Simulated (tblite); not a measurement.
## Geometry relaxation, with input and output: C3H5F2OS2Si (part 1 of 4)

The run: geometry relaxation of C3H5F2OS2Si, multiplicity 2. Method and program: GFN2-xTB geometry optimisation, gas phase (tblite 0.8.0).

It belongs to a series of runs on one base structure; here: H removed from sp3 C.

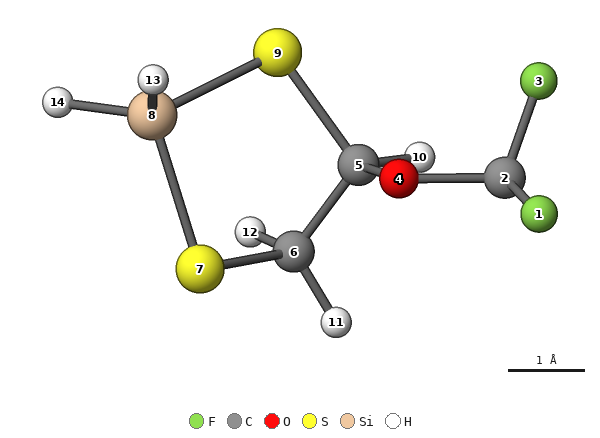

Fig. 1: The starting structure (ball-and-stick view, seen at a tilt; atoms are numbered from 1 in the order of the input). Bond lengths as drawn: C–C 1.49 Å, C–F 1.38 to 1.40 Å, C–H 1.09 to 1.12 Å, C–O 1.38 to 1.41 Å, C–S 1.82 to 1.84 Å, H–Si 1.45 to 1.47 Å and S–Si 2.15 to 2.17 Å.

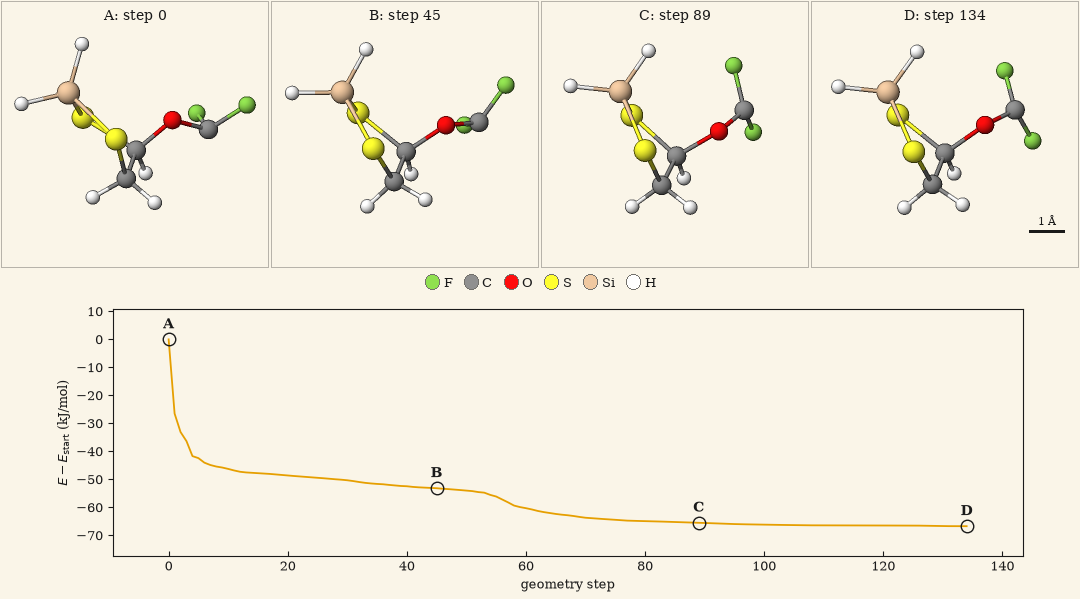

Fig. 2: Frames of the relaxation (ball-and-stick view, seen at a tilt) above the curves, on which the letters mark them (steps are counted from 0).

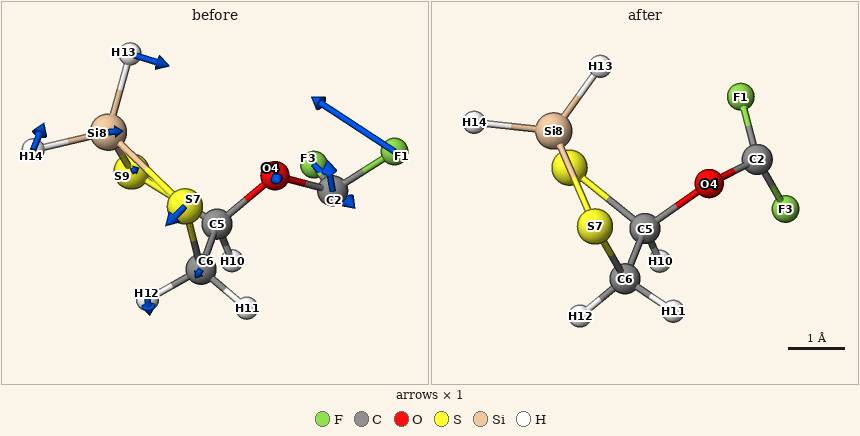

Fig. 3: Before (left) and after (right) the relaxation, at one scale (ball-and-stick view, seen at a tilt). The blue arrows give the displacements, at true length. The largest move after the best rigid fit is that of F1, 2.01 Å. Largest moves by element: F 2.01 Å, H 0.76 Å, C 0.63 Å, S 0.51 Å, Si 0.28 Å, O 0.27 Å. Among the contacts that change: C2–O4 1.410 → 1.299 Å, O4–C5 1.378 → 1.469 Å, F1–C2 1.404 → 1.350 Å, C5–S9 1.844 → 1.800 Å. Among the angles that change: F1–C2–O4 105.1° → 118.0°, C2–O4–C5 108.9° → 121.3°, F3–C2–O4 110.2° → 117.7°. After 134 geometry steps the energy has fallen by 66.7 kJ/mol. The largest force component goes from 2.5 to 0.007 eV/Å. (Atoms are counted from 1 in the order of the input.)

These pictures come from the run below.

The input
```
{"job": {"kind": "relax", "xc": "GFN2-xTB", "basis": "xTB"}, "charge": 0, "multiplicity": 2}
F     -2.868100    -0.817700     1.814400
C     -2.444700    -0.329600     0.567900
F     -2.933700    -1.135300    -0.439700
O     -1.036500    -0.398300     0.606600
C     -0.524300     0.321100    -0.451400
C      0.360900     1.412700     0.036900
S      1.635600     0.683100     1.112300
Si     2.225500    -0.934600    -0.177700
S      0.515200    -0.772700    -1.510500
H     -1.352700     0.744700    -1.025500
H     -0.183500     2.197400     0.599000
H      0.915500     1.844500    -0.829900
H      2.225400    -2.226500     0.519700
H      3.464700    -0.589200    -0.844300
```

The first line tells a small driver script what to run in tblite; the rest is the geometry in Å.

Launch command:
```bash
OMP_NUM_THREADS=1 python <driver script> task.json out
```

What the program printed
```
step      E/eV     max force
  0    -835.10999    3.243
  1    -835.38466    1.487
  2    -835.45295    0.856
  3    -835.48682    0.671
  4    -835.54204    0.308
  5    -835.54951    0.258
  6    -835.56627    0.265
  7    -835.57494    0.228
  8    -835.58061    0.201
  9    -835.58429    0.186
 10    -835.58942    0.207
 11    -835.59519    0.215
 12    -835.60001    0.156
 13    -835.60248    0.094
 14    -835.60377    0.084
 15    -835.60490    0.096
 16    -835.60628    0.108
 17    -835.60797    0.132
 18    -835.60992    0.123
 19    -835.61193    0.143
 20    -835.61381    0.123
 21    -835.61557    0.114
 22    -835.61723    0.124
 23    -835.61880    0.109
 24    -835.62035    0.156
 25    -835.62205    0.162
 26    -835.62397    0.122
 27    -835.62597    0.113
 28    -835.62773    0.110
 29    -835.62935    0.107
 30    -835.63144    0.128
 31    -835.63443    0.172
 32    -835.63795    0.175
 33    -835.64102    0.115
 34    -835.64323    0.096
 35    -835.64498    0.109
 36    -835.64621    0.160
 37    -835.64858    0.187
 38    -835.65045    0.155
 39    -835.65256    0.112
 40    -835.65357    0.127
 41    -835.65598    0.124
 42    -835.65757    0.104
 43    -835.65864    0.095
 44    -835.65969    0.081
 45    -835.66086    0.095
 46    -835.66278    0.139
 47    -835.66420    0.124
 48    -835.66611    0.125
 49    -835.66772    0.118
 50    -835.66947    0.240
 51    -835.67158    0.210
 52    -835.67516    0.168
 53    -835.67728    0.706
 54    -835.68553    0.230
 55    -835.69158    0.147
 56    -835.70252    0.698
 57    -835.71333    0.224
 58    -835.72507    0.262
 59    -835.73069    0.324
 60    -835.73475    0.152
 61    -835.73947    0.298
 62    -835.74506    0.246
 63    -835.74928    0.209
 64    -835.75282    0.246
 65    -835.75606    0.158
 66    -835.75878    0.212
 67    -835.76089    0.156
 68    -835.76374    0.153
 69    -835.76715    0.188
 70    -835.77012    0.164
 71    -835.77185    0.131
 72    -835.77361    0.085
 73    -835.77490    0.083
 74    -835.77626    0.091
 75    -835.77776    0.116
 76    -835.77943    0.112
 77    -835.78080    0.079
 78    -835.78162    0.086
 79    -835.78211    0.073
 80    -835.78263    0.059
 81    -835.78326    0.055
 82    -835.78377    0.060
 83    -835.78449    0.064
 84    -835.78518    0.050
 85    -835.78586    0.057
 86    -835.78650    0.061
 87    -835.78715    0.066
 88    -835.78785    0.058
 89    -835.78862    0.082
 90    -835.78944    0.097
 91    -835.79029    0.083
 92    -835.79118    0.089
 93    -835.79207    0.095
 94    -835.79279    0.085
 95    -835.79352    0.068
 96    -835.79408    0.055
 97    -835.79453    0.046
 98    -835.79478    0.053
 99    -835.79521    0.066
100    -835.79567    0.057
101    -835.79617    0.055
102    -835.79651    0.056
103    -835.79676    0.055
104    -835.79697    0.057
105    -835.79727    0.057
106    -835.79765    0.046
107    -835.79805    0.028
108    -835.79819    0.023
109    -835.79828    0.019
110    -835.79832    0.020
111    -835.79839    0.022
112    -835.79848    0.021
113    -835.79860    0.025
114    -835.79868    0.020
115    -835.79873    0.016
116    -835.79877    0.015
117    -835.79882    0.017
118    -835.79888    0.016
119    -835.79892    0.014
120    -835.79894    0.011
121    -835.79895    0.011
122    -835.79897    0.013
123    -835.79900    0.016
124    -835.79906    0.023
125    -835.79916    0.038
126    -835.79934    0.053
127    -835.79962    0.065
128    -835.80006    0.061
129    -835.80046    0.083
130    -835.80092    0.076
131    -835.80122    0.030
132    -835.80133    0.019
133    -835.80138    0.016
134    -835.80141    0.010
```

Trajectory as extended XYZ (Å, eV, eV/Å), 57 of the 135 frames kept, from step=0 to step=134
```
14
Properties=species:S:1:pos:R:3:forces:R:3 step=0 energy=-835.10999
F    -2.8681   -0.8177    1.8144    0.1550   0.7180  -1.9670
C    -2.4447   -0.3296    0.5679    1.2600  -2.5450   1.5670
F    -2.9337   -1.1353   -0.4397    0.0700   0.9050   1.0470
O    -1.0365   -0.3983    0.6066   -2.3810   0.3590   0.1140
C    -0.5243    0.3211   -0.4514    0.4200  -0.1500  -0.5270
C     0.3609    1.4127    0.0369    1.0200   1.0220  -0.1520
S     1.6356    0.6831    1.1123    0.1900   0.2530   0.4870
Si    2.2255   -0.9346   -0.1777   -0.5430  -0.1970   0.0810
S     0.5152   -0.7727   -1.5105   -0.0430  -0.2070  -0.2040
H    -1.3527    0.7447   -1.0255    0.1490  -0.1010  -0.5340
H    -0.1835    2.1974    0.5990    0.3660  -0.4750  -0.2280
H     0.9155    1.8445   -0.8299   -0.5660   0.0210   0.5660
H     2.2254   -2.2265    0.5197   -0.0620   0.3700  -0.1230
H     3.4647   -0.5892   -0.8443   -0.0370   0.0250  -0.1290
14
Properties=species:S:1:pos:R:3:forces:R:3 step=2 energy=-835.45295
F    -2.8717   -0.8029    1.7694   -0.5840  -0.3040   0.5190
C    -2.4123   -0.3981    0.6054   -0.0080  -0.1630  -0.2720
F    -2.9384   -1.1125   -0.4127   -0.4170  -0.0470  -0.0020
O    -1.0845   -0.3843    0.6101    0.8240   0.2240   0.0600
C    -0.5127    0.3210   -0.4658    0.0650   0.1270  -0.0880
C     0.3855    1.4296    0.0368    0.1580  -0.2450   0.0820
S     1.6439    0.6901    1.1278    0.2160   0.0760   0.2300
Si    2.2094   -0.9354   -0.1740   -0.1860   0.2290   0.0780
S     0.5114   -0.7798   -1.5165   -0.1460  -0.1480  -0.0580
H    -1.3445    0.7406   -1.0453    0.2890  -0.0750  -0.4620
H    -0.1722    2.1848    0.5932    0.1560  -0.1020   0.0130
H     0.9021    1.8513   -0.8189   -0.0340   0.3370  -0.0390
H     2.2228   -2.2155    0.5163   -0.0810   0.1380  -0.0210
H     3.4602   -0.5894   -0.8480   -0.2530  -0.0470  -0.0400
14
Properties=species:S:1:pos:R:3:forces:R:3 step=5 energy=-835.54951
F    -2.9182   -0.8219    1.7803    0.1010  -0.1290  -0.0360
C    -2.3933   -0.4443    0.6169   -0.1390   0.1850   0.0690
F    -2.9768   -1.1086   -0.4003    0.0510  -0.0670   0.0400
O    -1.0549   -0.3643    0.6178   -0.1860  -0.1670  -0.0380
C    -0.4966    0.3301   -0.4796    0.0480  -0.0870   0.0450
C     0.4128    1.4206    0.0400   -0.0080   0.0810  -0.0750
S     1.6674    0.7023    1.1534    0.0140   0.0700  -0.1030
Si    2.1847   -0.9140   -0.1656   -0.0220   0.0310   0.0160
S     0.4975   -0.7990   -1.5236    0.0210  -0.0850   0.0700
H    -1.3091    0.7321   -1.1004    0.2300  -0.0110  -0.1170
H    -0.1512    2.1680    0.5951    0.0380  -0.0340   0.1330
H     0.8957    1.8883   -0.8150    0.1330   0.1430   0.0340
H     2.2118   -2.1959    0.5135   -0.0990   0.0670   0.0360
H     3.4296   -0.5939   -0.8547   -0.1820   0.0030  -0.0750
14
Properties=species:S:1:pos:R:3:forces:R:3 step=7 energy=-835.57494
F    -2.9254   -0.8451    1.7827    0.1830  -0.0430  -0.0320
C    -2.4028   -0.4410    0.6267   -0.0870  -0.0090  -0.1060
F    -2.9866   -1.1146   -0.3909    0.0900   0.0620   0.0820
O    -1.0615   -0.3740    0.6155   -0.1510   0.0840  -0.1480
C    -0.4853    0.3242   -0.4803    0.0020  -0.0350  -0.0080
C     0.4222    1.4252    0.0337   -0.0350   0.0110   0.0640
S     1.6786    0.7155    1.1517    0.0100   0.0890  -0.0930
Si    2.1722   -0.9025   -0.1600   -0.0280  -0.1120   0.0470
S     0.4943   -0.8166   -1.5181    0.0380  -0.0540   0.0770
H    -1.2686    0.7273   -1.1352    0.0550  -0.0170   0.0440
H    -0.1389    2.1576    0.6111   -0.0310  -0.0060   0.0610
H     0.9081    1.9192   -0.8094    0.0090  -0.0140   0.0760
H     2.1958   -2.1807    0.5171   -0.0790  -0.0060   0.0970
H     3.3972   -0.5951   -0.8668    0.0240   0.0490  -0.1610
14
Properties=species:S:1:pos:R:3:forces:R:3 step=10 energy=-835.58942
F    -2.9028   -0.8633    1.7828    0.0670  -0.0280   0.0250
C    -2.4184   -0.4300    0.6210    0.0700  -0.0230  -0.0030
F    -2.9851   -1.1165   -0.3867   -0.1480  -0.0340  -0.1400
O    -1.0783   -0.3695    0.5994    0.1080   0.1330   0.0660
C    -0.4799    0.3194   -0.4808    0.0040   0.0960  -0.0570
C     0.4202    1.4284    0.0367    0.0060  -0.0270   0.0370
S     1.6871    0.7309    1.1387    0.1180  -0.0260   0.0480
Si    2.1700   -0.9080   -0.1537    0.1120   0.0090   0.0010
S     0.4975   -0.8321   -1.5058   -0.0170  -0.0410   0.0010
H    -1.2452    0.7248   -1.1469   -0.0850   0.0430  -0.0700
H    -0.1392    2.1526    0.6273   -0.0570  -0.0240  -0.0040
H     0.9146    1.9309   -0.7968   -0.0950  -0.0190   0.0350
H     2.1778   -2.1773    0.5345   -0.0340  -0.0410   0.1240
H     3.3811   -0.5906   -0.8919   -0.0490  -0.0160  -0.0620
14
Properties=species:S:1:pos:R:3:forces:R:3 step=12 energy=-835.60001
F    -2.8775   -0.8816    1.7835    0.0190  -0.0390  -0.0190
C    -2.4233   -0.4321    0.6141    0.0550   0.0200   0.0290
F    -2.9978   -1.1168   -0.3913   -0.0740  -0.0210  -0.0900
O    -1.0847   -0.3475    0.5887    0.0650  -0.0230   0.1400
C    -0.4741    0.3244   -0.4885   -0.0360   0.0540  -0.0160
C     0.4211    1.4279    0.0456    0.0210   0.0180  -0.0380
S     1.7070    0.7440    1.1332    0.0840  -0.1080   0.0350
Si    2.1751   -0.9141   -0.1463    0.0920   0.0270  -0.0010
S     0.4982   -0.8509   -1.4947   -0.0220   0.0160   0.0120
H    -1.2316    0.7256   -1.1654   -0.0650   0.0870  -0.0820
H    -0.1441    2.1447    0.6404   -0.0510  -0.0490   0.0030
H     0.9093    1.9402   -0.7811   -0.0400   0.0540  -0.0610
H     2.1579   -2.1769    0.5622    0.0200   0.0400   0.0700
H     3.3637   -0.5875   -0.9227   -0.0680  -0.0760   0.0200
14
Properties=species:S:1:pos:R:3:forces:R:3 step=14 energy=-835.60377
F    -2.8697   -0.8905    1.7825    0.0040  -0.0470  -0.0290
C    -2.4215   -0.4354    0.6128   -0.0010   0.0020  -0.0010
F    -3.0058   -1.1161   -0.3950    0.0540   0.0430   0.0160
O    -1.0836   -0.3394    0.5907   -0.0110  -0.0280  -0.0040
C    -0.4734    0.3288   -0.4923   -0.0300  -0.0010   0.0220
C     0.4238    1.4282    0.0473    0.0090   0.0160  -0.0330
S     1.7182    0.7441    1.1336   -0.0190  -0.0390  -0.0310
Si    2.1792   -0.9150   -0.1431   -0.0200  -0.0230   0.0040
S     0.4969   -0.8569   -1.4901   -0.0080   0.0380   0.0350
H    -1.2286    0.7298   -1.1770   -0.0030   0.0510   0.0190
H    -0.1473    2.1385    0.6451   -0.0170  -0.0490   0.0120
H     0.9050    1.9476   -0.7786   -0.0070   0.0540  -0.0520
H     2.1519   -2.1735    0.5752    0.0400   0.0560   0.0480
H     3.3543   -0.5906   -0.9332    0.0090  -0.0720  -0.0070
14
Properties=species:S:1:pos:R:3:forces:R:3 step=17 energy=-835.60797
F    -2.8603   -0.9075    1.7775   -0.0360  -0.0520   0.0130
C    -2.4206   -0.4346    0.6123   -0.0060  -0.0190   0.0270
F    -3.0034   -1.1092   -0.3997    0.0450   0.0430  -0.0120
O    -1.0834   -0.3363    0.5915   -0.0010   0.0500  -0.0710
C    -0.4773    0.3338   -0.4923    0.0540   0.0060  -0.0220
C     0.4259    1.4311    0.0432   -0.0160  -0.0060   0.0160
S     1.7236    0.7385    1.1273   -0.0740   0.1030  -0.0360
Si    2.1813   -0.9200   -0.1414   -0.0620  -0.0130  -0.0360
S     0.4943   -0.8558   -1.4810   -0.0190  -0.0190  -0.0530
H    -1.2284    0.7428   -1.1808    0.0250  -0.0220   0.0860
H    -0.1538    2.1253    0.6515    0.0410   0.0100   0.0090
H     0.8987    1.9615   -0.7842   -0.0360  -0.0080   0.0460
H     2.1544   -2.1629    0.5978    0.0380  -0.0100   0.0550
H     3.3485   -0.6072   -0.9440    0.0460  -0.0650  -0.0210
14
Properties=species:S:1:pos:R:3:forces:R:3 step=19 energy=-835.61193
F    -2.8505   -0.9325    1.7726   -0.0250  -0.0450   0.0110
C    -2.4208   -0.4345    0.6137    0.0120   0.0030   0.0320
F    -2.9975   -1.0979   -0.4063   -0.0210   0.0100  -0.0710
O    -1.0845   -0.3281    0.5864    0.0300   0.0360   0.0520
C    -0.4768    0.3397   -0.4945    0.0430  -0.0130  -0.0350
C     0.4267    1.4344    0.0403   -0.0330   0.0090   0.0260
S     1.7250    0.7418    1.1164    0.0140   0.0870  -0.0070
Si    2.1789   -0.9272   -0.1418   -0.0060   0.0230  -0.0270
S     0.4899   -0.8579   -1.4748   -0.0240  -0.0610  -0.1270
H    -1.2248    0.7557   -1.1792   -0.0120  -0.0340   0.0210
H    -0.1581    2.1113    0.6609    0.0360   0.0870   0.0130
H     0.8888    1.9774   -0.7856   -0.0330  -0.0210   0.0680
H     2.1589   -2.1513    0.6297    0.0270  -0.0080   0.0210
H     3.3440   -0.6316   -0.9598   -0.0070  -0.0730   0.0250
```
